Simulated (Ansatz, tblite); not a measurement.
# The cluster Cu2Se: one state, many levels

Aim: run the singlet of the cluster Cu2Se at one geometry on many levels, and compare frontier levels, spin and run time.

Method: as each input shows; program: Ansatz 0.2.0, Gaussian basis.

Levels to be run: GFN1-xTB, GFN2-xTB, PBE-D4/def2-TZVP, r2SCAN-D4/def2-TZVP, B97M-V/def2-TZVP, revPBE-D4/def2-TZVP, r2SCAN0-D4/def2-TZVP, HSE06-D4/def2-TZVP, BHLYP-D4/def2-TZVP, PBE-D4/def2-SVP, PBE0-D4/def2-SVP, PBE0-D4/def2-TZVPD, PBE-D4/def2-TZVPD, r2SCAN-D4/def2-TZVPD, CCSD(T)/def2-TZVPP, MP2/def2-TZVP, RPA/def2-TZVP.

## 1. The structure

The geometry is that of the singlet, from an earlier relaxation (PBE0-D4/def2-TZVP). At that level it is the lowest of the isomers that a small search found.

3 atoms, charge 0, spin multiplicity 1.

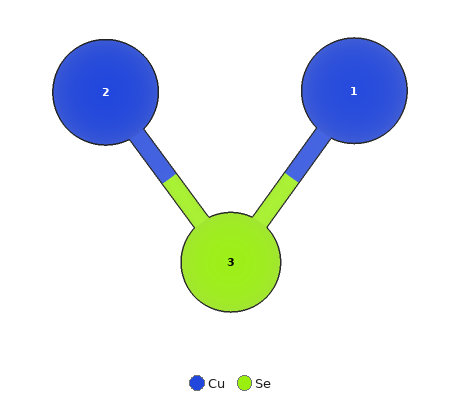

The structure; copper blue, selenium green; atoms are numbered from 1 in the order of the file.

Geometry (Å):

```xyz
3
Cu2Se
Cu    0.7984   -0.5823   -1.0481
Cu   -0.6263    1.2934    0.0985
Se   -0.1720   -0.7112    0.9497
```

No spin-orbit coupling is included.

PBE0-D4/def2-TZVP was run before; its log isn't repeated, and its numbers join the tables.

## 2. GFN1-xTB

Tight binding, by tblite at 300 K electronic temperature and without a spin-polarisation term:

```python
tblite.interface.Calculator('GFN1-xTB', numbers, positions, charge=0, uhf=0).singlepoint()
```

Energy -336.5912 eV, HOMO -10.89 eV, LUMO -8.21 eV; 0.003 s.

## 3. GFN2-xTB

Tight binding, by tblite at 300 K electronic temperature and without a spin-polarisation term:

```python
tblite.interface.Calculator('GFN2-xTB', numbers, positions, charge=0, uhf=0).singlepoint()
```

Energy -298.1758 eV, HOMO -9.56 eV, LUMO -6.76 eV; 0.004 s.

## 4. PBE-D4/def2-TZVP

start.molden holds the orbitals of an earlier run on this state, given as this run's starting guess.

in.yaml reads:

```yaml
crystal:
  periodic: [false, false, false]
  atoms:
    - {symbol: Cu, position_ang: [0.798363, -0.582256, -1.048132]}
    - {symbol: Cu, position_ang: [-0.626330, 1.293448, 0.098456]}
    - {symbol: Se, position_ang: [-0.172033, -0.711193, 0.949676]}
basis:
  gaussian: {orbitals: def2-TZVP, initial_orbitals: start.molden}
hamiltonian: {xc: pbe, dispersion: d4}
scf: {omitted_lower_state_checks: [starts]}
output: {forces: true, orbitals: {seedname: orbitals}}
```

The run is started by

```
> ansatz run in.yaml --threads 4 --pin off --events-out ev --progress --plain --max-ram 3916MiB
```

Log:

```text
Functional definition: PBE
  name "PBE"
  cite "Perdew, Burke & Ernzerhof, Phys. Rev. Lett. 77, 3865 (1996) doi:10.1103/PhysRevLett.77.3865"
  parent pbe
  parameter kappa = 0.804
  parameter beta = 0.06672455060314922
  exchange = pbe_x(kappa = kappa, mu = beta*pi^2/3)
  correlation = pbe_c(beta = beta)
these checks for a lower state are left out or cut short: starts
1293 factors; their error is unknown
mean field evaluation 1: about -154610.1602 eV, gradient 1.3e1 eV
mean field evaluation 2: about -154610.4116 eV, gradient 6.4e-1 eV
mean field evaluation 4: about -154610.3279 eV, gradient 9.2e-2 eV
mean field evaluation 8: about -154610.3279 eV, gradient 1.5e-5 eV
mean field -154610.32788754 eV, -5681.8247512229 hartree, gradient 1.5e-5 eV, S^2 0.000000; 0 other end points of the search recorded, 0 dependent functions left out
the calculation of the forces begins
reference -154610.32792780 eV, -5681.8247527026 hartree; 46, 46 occupied and 92, 92 virtual orbitals, 1293 factors
Total energy: -154610.43094796 eV, -5681.8285386233 hartree
Atom 0 at     0.798363    -0.582256    -1.048132 Å, force    -0.078551     0.128844     0.041220 eV/Å
Atom 1 at    -0.626330     1.293448     0.098456 Å, force     0.087881    -0.090274    -0.092724 eV/Å
Atom 2 at    -0.172033    -0.711193     0.949676 Å, force    -0.009330    -0.038570     0.051504 eV/Å
Dipole moment:     0.115897     0.479120    -0.639784 e Å
Checks for a lower state left out: starts
```

Wall time 3.2 s (4 threads of AMD EPYC 7R43, shared host).

From the report: HOMO -4.70 eV, LUMO -3.39 eV.

## 5. r2SCAN-D4/def2-TZVP

in.yaml, as its differences from that of step 4:

```diff
@@ -8,4 +8,4 @@
   gaussian: {orbitals: def2-TZVP, initial_orbitals: start.molden}
-hamiltonian: {xc: pbe, dispersion: d4}
+hamiltonian: {xc: r2scan, dispersion: d4}
 scf: {omitted_lower_state_checks: [starts]}
-output: {forces: true, orbitals: {seedname: orbitals}}
+output: {orbitals: {seedname: orbitals}}
```

Same command.

Log:

```text
Functional definition: r2SCAN
  name "r2SCAN"
  cite "Furness, Kaplan, Ning, Perdew & Sun, J. Phys. Chem. Lett. 11, 8208 (2020) doi:10.1021/acs.jpclett.0c02405"
  cite "Furness, Kaplan, Ning, Perdew & Sun, J. Phys. Chem. Lett. 11, 9248 (2020) doi:10.1021/acs.jpclett.0c03077"
  parent r2scan
  parameter k0 = 0.174
  parameter k1 = 0.065
  parameter a1 = 4.9479
  exchange = r2scan_x(k0 = k0, k1 = k1, a1 = a1)
  correlation = r2scan_c
these checks for a lower state are left out or cut short: starts
1293 factors; their error is unknown
mean field evaluation 1: about -154632.0557 eV, gradient 8.9e0 eV
mean field evaluation 2: about -154632.1655 eV, gradient 4.2e-1 eV
mean field evaluation 4: about -154632.0889 eV, gradient 8.7e-2 eV
mean field -154632.08890466 eV, -5682.6244538519 hartree, gradient 3.4e-5 eV, S^2 0.000000; 0 other end points of the search recorded, 0 dependent functions left out
reference -154632.08891781 eV, -5682.6244543352 hartree; 46, 46 occupied and 92, 92 virtual orbitals, 1293 factors
Total energy: -154632.10693399 eV, -5682.6251164176 hartree
Checks for a lower state left out: starts
```

Wall time 3 s (4 threads of AMD EPYC 7R43, shared host).

From the report: HOMO -4.79 eV, LUMO -3.17 eV.

## 6. B97M-V/def2-TZVP

in.yaml, as its differences from that of step 5:

```diff
@@ -8,3 +8,3 @@
   gaussian: {orbitals: def2-TZVP, initial_orbitals: start.molden}
-hamiltonian: {xc: r2scan, dispersion: d4}
+hamiltonian: {xc: {name: B97M-V}}
 scf: {omitted_lower_state_checks: [starts]}
```

The command is unchanged.

Log, cut to the lines that bear on the results:

```text
Functional definition: B97M-V
  name "B97M-V"
  cite "Mardirossian & Head-Gordon, J. Chem. Phys. 142, 074111 (2015) doi:10.1063/1.4907719"
  cite "Becke, J. Chem. Phys. 107, 8554 (1997) doi:10.1063/1.475007"
  cite "Vydrov & Van Voorhis, J. Chem. Phys. 133, 244103 (2010) doi:10.1063/1.3521275"
  # Of w^i u^j: cxij and so on, Table III.
[...]
  gx(w, u) = cx00 + cx01*u + cx02*u^2 + (cx10 + cx11*u)*w
  gss(w, u) = css00 + css02*u^2 + css10*w + (css32*w^3 + css42*w^4)*u^2
  gos(w, u) = cos00 + cos01*u + cos03*u^3 + cos10*w + cos32*w^3*u^2
[...]
      + integral(e_c_pw_mod_opposite_spin*gos(b97_w_opposite, b97_u_opposite)) + vv10(b, c)
[...]
1293 factors; their error is unknown
[...]
mean field -154602.56982253 eV, -5681.5396475925 hartree, gradient 2.4e-5 eV, S^2 0.000000; 0 other end points of the search recorded, 0 dependent functions left out
reference -154602.56988256 eV, -5681.5396497985 hartree; 46, 46 occupied and 92, 92 virtual orbitals, 1293 factors
Total energy: -154602.56988256 eV, -5681.5396497985 hartree
Checks for a lower state left out: starts
```

Wall time 5.5 s (4 threads of AMD EPYC 7R43, shared host).

Report: HOMO -4.88 eV, LUMO -3.36 eV.

## 7. revPBE-D4/def2-TZVP

in.yaml, as its differences from that of step 6:

```diff
@@ -8,3 +8,3 @@
   gaussian: {orbitals: def2-TZVP, initial_orbitals: start.molden}
-hamiltonian: {xc: {name: B97M-V}}
+hamiltonian: {xc: {name: revPBE}, dispersion: d4}
 scf: {omitted_lower_state_checks: [starts]}
```

The command is unchanged.

Log:

```text
Functional definition: revPBE
  name "revPBE"
  cite "Zhang & Yang, Phys. Rev. Lett. 80, 890 (1998) doi:10.1103/PhysRevLett.80.890"
  cite "Perdew, Burke & Ernzerhof, Phys. Rev. Lett. 77, 3865 (1996) doi:10.1103/PhysRevLett.77.3865"
  parameter kappa = 1.245
  parameter beta = 0.06672455060314922
  exchange = pbe_x(kappa = kappa, mu = beta*pi^2/3)
  correlation = pbe_c(beta = beta)
these checks for a lower state are left out or cut short: starts
1293 factors; their error is unknown
mean field evaluation 1: about -154622.3270 eV, gradient 1.2e1 eV
mean field evaluation 2: about -154622.5469 eV, gradient 6.5e-1 eV
mean field evaluation 4: about -154622.4630 eV, gradient 9.3e-2 eV
mean field -154622.46298693 eV, -5682.2707079000 hartree, gradient 1.2e-5 eV, S^2 0.000000; 0 other end points of the search recorded, 0 dependent functions left out
reference -154622.46303702 eV, -5682.2707097407 hartree; 46, 46 occupied and 92, 92 virtual orbitals, 1293 factors
Total energy: -154622.67656128 eV, -5682.2785566126 hartree
Checks for a lower state left out: starts
```

Run time: 1.3 s. Hardware: 4 threads of AMD EPYC 7R43, shared host.

From the report: HOMO -4.61 eV, LUMO -3.28 eV.

## 8. r2SCAN0-D4/def2-TZVP

in.yaml, as its differences from that of step 7:

```diff
@@ -8,3 +8,3 @@
   gaussian: {orbitals: def2-TZVP, initial_orbitals: start.molden}
-hamiltonian: {xc: {name: revPBE}, dispersion: d4}
+hamiltonian: {xc: {name: r2SCAN0}, dispersion: d4}
 scf: {omitted_lower_state_checks: [starts]}
```

The command is unchanged.

Log, cut to the lines that bear on the results:

```text
Functional definition: r2SCAN0
  name "r2SCAN0"
  cite "Bursch, Neugebauer, Ehlert & Grimme, J. Chem. Phys. 156, 134105 (2022) doi:10.1063/5.0086040"
  cite "Furness, Kaplan, Ning, Perdew & Sun, J. Phys. Chem. Lett. 11, 8208 (2020) doi:10.1021/acs.jpclett.0c02405"
  cite "Furness, Kaplan, Ning, Perdew & Sun, J. Phys. Chem. Lett. 11, 9248 (2020) doi:10.1021/acs.jpclett.0c03077"
  parent r2scan
[...]
1272 factors; integrals over basis functions are off by at most 5.6e-4 eV
[...]
mean field -154628.88338400 eV, -5682.5066531406 hartree, gradient 1.9e-5 eV, S^2 0.000000; 0 other end points of the search recorded, 0 dependent functions left out
reference -154628.88339466 eV, -5682.5066535321 hartree; 46, 46 occupied and 92, 92 virtual orbitals, 1272 factors
Total energy: -154628.90754671 eV, -5682.5075411035 hartree
Checks for a lower state left out: starts
```

Wall time 4.3 s (4 threads of AMD EPYC 7R43, shared host).

From the report: HOMO -5.70 eV, LUMO -2.35 eV.

## 9. HSE06-D4/def2-TZVP

in.yaml, as its differences from that of step 8:

```diff
@@ -8,3 +8,3 @@
   gaussian: {orbitals: def2-TZVP, initial_orbitals: start.molden}
-hamiltonian: {xc: {name: r2SCAN0}, dispersion: d4}
+hamiltonian: {xc: hse06, dispersion: d4}
 scf: {omitted_lower_state_checks: [starts]}
```

Launched as before.

Log, cut to the lines that bear on the results:

```text
Functional definition: HSE06
  name "HSE06"
  cite "Heyd, Scuseria & Ernzerhof, J. Chem. Phys. 118, 8207 (2003) doi:10.1063/1.1564060"
  cite "Krukau, Vydrov, Izmaylov & Scuseria, J. Chem. Phys. 125, 224106 (2006) doi:10.1063/1.2404663"
  cite "Heyd & Scuseria, J. Chem. Phys. 120, 7274 (2004) doi:10.1063/1.1668634"
  cite "Ernzerhof & Perdew, J. Chem. Phys. 109, 3313 (1998) doi:10.1063/1.476928"
  cite "Perdew, Burke & Ernzerhof, Phys. Rev. Lett. 77, 3865 (1996) doi:10.1103/PhysRevLett.77.3865"
  parent pbe
[...]
  # The whole range is PBE's own exchange, as in plane waves. The composition of these papers is wPBEh.
[...]
1272 factors; integrals over basis functions are off by at most 5.6e-4 eV
57 factors; integrals over basis functions are off by at most 5.1e-6 eV
[...]
mean field -154611.96181175 eV, -5681.8847968301 hartree, gradient 2.2e-5 eV, S^2 0.000000; 0 other end points of the search recorded, 0 dependent functions left out
reference -154611.96185256 eV, -5681.8847983297 hartree; 46, 46 occupied and 92, 92 virtual orbitals, 1272 factors
Total energy: -154612.04562110 eV, -5681.8878767668 hartree
Checks for a lower state left out: starts
```

It took 2.5 s on 4 threads of AMD EPYC 7R43, shared host.

From the report: HOMO -5.23 eV, LUMO -2.84 eV.

## 10. BHLYP-D4/def2-TZVP

in.yaml, as its differences from that of step 9:

```diff
@@ -8,3 +8,3 @@
   gaussian: {orbitals: def2-TZVP, initial_orbitals: start.molden}
-hamiltonian: {xc: hse06, dispersion: d4}
+hamiltonian: {xc: {name: BHLYP}, dispersion: d4}
 scf: {omitted_lower_state_checks: [starts]}
```

Same command.

Log:

```text
Functional definition: BHLYP
  name "BHLYP"
  cite "Becke, J. Chem. Phys. 98, 1372 (1993) doi:10.1063/1.464304"
  cite "Becke, Phys. Rev. A 38, 3098 (1988) doi:10.1103/PhysRevA.38.3098"
  cite "Lee, Yang & Parr, Phys. Rev. B 37, 785 (1988) doi:10.1103/PhysRevB.37.785"
  parameter a = 0.5
  exchange = (1 - a)*b88_x + a*exact_x
  correlation = lyp_c
these checks for a lower state are left out or cut short: starts
1272 factors; integrals over basis functions are off by at most 5.6e-4 eV
mean field evaluation 1: about -154628.7706 eV, gradient 1.2e1 eV
mean field evaluation 2: about -154628.9532 eV, gradient 4.5e-1 eV
mean field evaluation 4: about -154629.1822 eV, gradient 1.5e-2 eV
mean field evaluation 8: about -154629.1822 eV, gradient 1.6e-5 eV
mean field -154629.18223476 eV, -5682.5176357031 hartree, gradient 1.6e-5 eV, S^2 0.000000; 0 other end points of the search recorded, 0 dependent functions left out
reference -154629.18238115 eV, -5682.5176410832 hartree; 46, 46 occupied and 92, 92 virtual orbitals, 1272 factors
Total energy: -154629.37212195 eV, -5682.5246139289 hartree
Checks for a lower state left out: starts
```

Wall time 2.9 s (4 threads of AMD EPYC 7R43, shared host).

From the report: HOMO -6.41 eV, LUMO -1.75 eV.

## 11. PBE-D4/def2-SVP

in.yaml, as its differences from that of step 10:

```diff
@@ -7,4 +7,4 @@
 basis:
-  gaussian: {orbitals: def2-TZVP, initial_orbitals: start.molden}
-hamiltonian: {xc: {name: BHLYP}, dispersion: d4}
+  gaussian: {orbitals: def2-SVP, initial_orbitals: start.molden}
+hamiltonian: {xc: pbe, dispersion: d4}
 scf: {omitted_lower_state_checks: [starts]}
```

Same command.

Log:

```text
Functional definition: PBE
  name "PBE"
  cite "Perdew, Burke & Ernzerhof, Phys. Rev. Lett. 77, 3865 (1996) doi:10.1103/PhysRevLett.77.3865"
  parent pbe
  parameter kappa = 0.804
  parameter beta = 0.06672455060314922
  exchange = pbe_x(kappa = kappa, mu = beta*pi^2/3)
  correlation = pbe_c(beta = beta)
these checks for a lower state are left out or cut short: starts
1114 factors; their error is unknown
mean field evaluation 1: about -154588.1929 eV, gradient 1.2e1 eV
mean field evaluation 2: about -154588.5297 eV, gradient 9.3e-1 eV
mean field evaluation 4: about -154588.4088 eV, gradient 1.6e-1 eV
mean field -154588.40882458 eV, -5681.0192405164 hartree, gradient 8.5e-5 eV, S^2 0.000000; 0 other end points of the search recorded, 0 dependent functions left out
reference -154588.40887314 eV, -5681.0192423008 hartree; 46, 46 occupied and 48, 48 virtual orbitals, 1114 factors
Total energy: -154588.51189329 eV, -5681.0230282215 hartree
Checks for a lower state left out: starts
```

It took 0.95 s on 4 threads of AMD EPYC 7R43, shared host.

HOMO -4.16 eV, LUMO -2.97 eV.

## 12. PBE0-D4/def2-SVP

in.yaml, as its differences from that of step 11:

```diff
@@ -8,3 +8,3 @@
   gaussian: {orbitals: def2-SVP, initial_orbitals: start.molden}
-hamiltonian: {xc: pbe, dispersion: d4}
+hamiltonian: {xc: pbe0, dispersion: d4}
 scf: {omitted_lower_state_checks: [starts]}
```

The command is unchanged.

Log, cut to the lines that bear on the results:

```text
Functional definition: PBE0
  name "PBE0"
  cite "Adamo & Barone, J. Chem. Phys. 110, 6158 (1999) doi:10.1063/1.478522"
  cite "Perdew, Burke & Ernzerhof, Phys. Rev. Lett. 77, 3865 (1996) doi:10.1103/PhysRevLett.77.3865"
  parent pbe
[...]
1000 factors; integrals over basis functions are off by at most 7.9e-4 eV
[...]
mean field -154590.64398477 eV, -5681.1013811381 hartree, gradient 2.4e-5 eV, S^2 0.000000; 0 other end points of the search recorded, 0 dependent functions left out
reference -154590.64402301 eV, -5681.1013825436 hartree; 46, 46 occupied and 48, 48 virtual orbitals, 1000 factors
Total energy: -154590.73055812 eV, -5681.1045626502 hartree
Checks for a lower state left out: starts
```

Wall time 1.6 s (4 threads of AMD EPYC 7R43, shared host).

Report: HOMO -5.18 eV, LUMO -2.11 eV.

## 13. PBE0-D4/def2-TZVPD

in.yaml, as its differences from that of step 12:

```diff
@@ -7,3 +7,3 @@
 basis:
-  gaussian: {orbitals: def2-SVP, initial_orbitals: start.molden}
+  gaussian: {orbitals: def2-TZVPD, initial_orbitals: start.molden}
 hamiltonian: {xc: pbe0, dispersion: d4}
```

Same command.

Log, cut to the lines that bear on the results:

```text
Functional definition: PBE0
  name "PBE0"
  cite "Adamo & Barone, J. Chem. Phys. 110, 6158 (1999) doi:10.1063/1.478522"
  cite "Perdew, Burke & Ernzerhof, Phys. Rev. Lett. 77, 3865 (1996) doi:10.1103/PhysRevLett.77.3865"
  parent pbe
[...]
1318 factors; integrals over basis functions are off by at most 5.5e-4 eV
[...]
mean field -154612.08276381 eV, -5681.8892417363 hartree, gradient 2.3e-5 eV, S^2 0.000000; 0 other end points of the search recorded, 0 dependent functions left out
reference -154612.08280213 eV, -5681.8892431445 hartree; 46, 46 occupied and 107, 107 virtual orbitals, 1318 factors
Total energy: -154612.16933724 eV, -5681.8924232511 hartree
Checks for a lower state left out: starts
```

Wall time 3.1 s (4 threads of AMD EPYC 7R43, shared host).

From the report: HOMO -5.72 eV, LUMO -2.61 eV.

## 14. PBE-D4/def2-TZVPD

in.yaml, as its differences from that of step 13:

```diff
@@ -8,3 +8,3 @@
   gaussian: {orbitals: def2-TZVPD, initial_orbitals: start.molden}
-hamiltonian: {xc: pbe0, dispersion: d4}
+hamiltonian: {xc: pbe, dispersion: d4}
 scf: {omitted_lower_state_checks: [starts]}
```

Same command.

Log:

```text
Functional definition: PBE
  name "PBE"
  cite "Perdew, Burke & Ernzerhof, Phys. Rev. Lett. 77, 3865 (1996) doi:10.1103/PhysRevLett.77.3865"
  parent pbe
  parameter kappa = 0.804
  parameter beta = 0.06672455060314922
  exchange = pbe_x(kappa = kappa, mu = beta*pi^2/3)
  correlation = pbe_c(beta = beta)
these checks for a lower state are left out or cut short: starts
1361 factors; their error is unknown
mean field evaluation 1: about -154610.1154 eV, gradient 1.5e1 eV
mean field evaluation 2: about -154610.4428 eV, gradient 7.3e-1 eV
mean field evaluation 4: about -154610.4044 eV, gradient 6.3e-2 eV
mean field -154610.40443759 eV, -5681.8275643853 hartree, gradient 8.4e-6 eV, S^2 0.000000; 0 other end points of the search recorded, 0 dependent functions left out
reference -154610.40448811 eV, -5681.8275662420 hartree; 46, 46 occupied and 107, 107 virtual orbitals, 1361 factors
Total energy: -154610.50750826 eV, -5681.8313521627 hartree
Checks for a lower state left out: starts
```

Run time: 1.6 s. Hardware: 4 threads of AMD EPYC 7R43, shared host.

From the report: HOMO -4.81 eV, LUMO -3.49 eV.

## 15. r2SCAN-D4/def2-TZVPD

in.yaml, as its differences from that of step 14:

```diff
@@ -8,3 +8,3 @@
   gaussian: {orbitals: def2-TZVPD, initial_orbitals: start.molden}
-hamiltonian: {xc: pbe, dispersion: d4}
+hamiltonian: {xc: r2scan, dispersion: d4}
 scf: {omitted_lower_state_checks: [starts]}
```

Same command.

Log:

```text
Functional definition: r2SCAN
  name "r2SCAN"
  cite "Furness, Kaplan, Ning, Perdew & Sun, J. Phys. Chem. Lett. 11, 8208 (2020) doi:10.1021/acs.jpclett.0c02405"
  cite "Furness, Kaplan, Ning, Perdew & Sun, J. Phys. Chem. Lett. 11, 9248 (2020) doi:10.1021/acs.jpclett.0c03077"
  parent r2scan
  parameter k0 = 0.174
  parameter k1 = 0.065
  parameter a1 = 4.9479
  exchange = r2scan_x(k0 = k0, k1 = k1, a1 = a1)
  correlation = r2scan_c
these checks for a lower state are left out or cut short: starts
1361 factors; their error is unknown
mean field evaluation 1: about -154632.0108 eV, gradient 1.1e1 eV
mean field evaluation 2: about -154632.1828 eV, gradient 5.1e-1 eV
mean field evaluation 4: about -154632.1516 eV, gradient 6.4e-2 eV
mean field -154632.15163034 eV, -5682.6267589782 hartree, gradient 2.4e-5 eV, S^2 0.000000; 0 other end points of the search recorded, 0 dependent functions left out
reference -154632.15164962 eV, -5682.6267596865 hartree; 46, 46 occupied and 107, 107 virtual orbitals, 1361 factors
Total energy: -154632.16966579 eV, -5682.6274217688 hartree
Checks for a lower state left out: starts
```

Run time: 3.3 s. Hardware: 4 threads of AMD EPYC 7R43, shared host.

HOMO -4.89 eV, LUMO -3.26 eV.

## 16. CCSD(T)/def2-TZVPP

in.yaml, as its differences from that of step 15:

```diff
@@ -7,4 +7,4 @@
 basis:
-  gaussian: {orbitals: def2-TZVPD, initial_orbitals: start.molden}
-hamiltonian: {xc: r2scan, dispersion: d4}
+  gaussian: {orbitals: def2-TZVPP, initial_orbitals: start.molden}
+correlation: {method: ccsd_t, frozen_orbitals: {Cu: 9, Se: 9}}
 scf: {omitted_lower_state_checks: [starts]}
```

The command is unchanged.

Log, cut to the lines that bear on the results:

```text
Functional definition: HF
  name "HF"
  cite "Fock, Z. Phys. 61, 126 (1930) doi:10.1007/BF01340294"
  parent pbe
[...]
1238 factors; integrals over basis functions are off by at most 7.3e-4 eV
[...]
mean field -154499.77877394 eV, -5677.7621462311 hartree, gradient 2.0e-6 eV, S^2 0.000000; 0 other end points of the search recorded, 0 dependent functions left out
27 core orbitals not correlated: weight in the atoms' cores, before any rotation towards them, 1.000 or more for the frozen orbitals, at most 0.000 for the correlated occupied ones
reference -154499.77877394 eV, -5677.7621462311 hartree; 19, 19 occupied and 130, 130 virtual orbitals, 1238 factors
second order -35.18835438 eV of doubles, -0.00000000 eV of singles
cycle   1  -29.30364379 eV  change     5.9e0 eV  update   2.7e-1
[...]
cycle  16  -31.36000206 eV  change    5.0e-6 eV  update   1.7e-5
perturbative correction -1.48740398 eV, -0.0546610881 hartree
Total energy: -154532.62617998 eV, -5678.9692661382 hartree
Checks for a lower state left out: starts
```

It took 15 s on 4 threads of AMD EPYC 7R43, shared host; peak memory 1 GiB.

Hartree-Fock HOMO -7.48 eV, LUMO 0.09 eV; T1 0.028.

(Part 1 of 2 ends here.)
